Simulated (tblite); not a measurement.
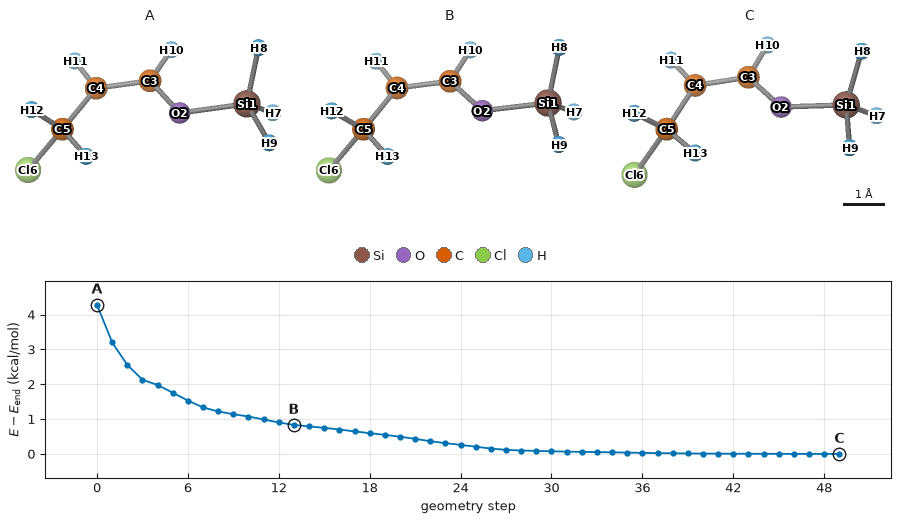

Frames of a relaxation of C3H7ClOSi, marked on the history of the run. Style: ball-and-stick. Shown from a free direction.

Theory: tblite 0.8.0, GFN2-xTB geometry optimisation, gas phase. 

What happens along the run?

Answer. H9 moves most after the best rigid fit: 0.50 Å. Largest moves by element: H 0.50 Å, Cl 0.22 Å, O 0.22 Å, C 0.13 Å, Si 0.03 Å. Near-neighbour distances that change, for instance: Si1–O2 1.679 → 1.631 Å, O2–C3 1.373 → 1.342 Å, Si1–H9 1.481 → 1.453 Å, Si1–H7 1.486 → 1.463 Å. Among the angles between lasting bonds that change: Si1–O2–C3 119.9° → 132.4°, O2–Si1–H9 109.4° → 98.7°, H7–Si1–H9 109.7° → 114.3°. Over 49 geometry steps the energy falls by 4.29 kcal/mol. From step 0 to 13: H9 moves most (0.26 Å), energy −3.45 kcal/mol. From step 13 to 49: H9 moves most (0.24 Å), energy −0.83 kcal/mol.
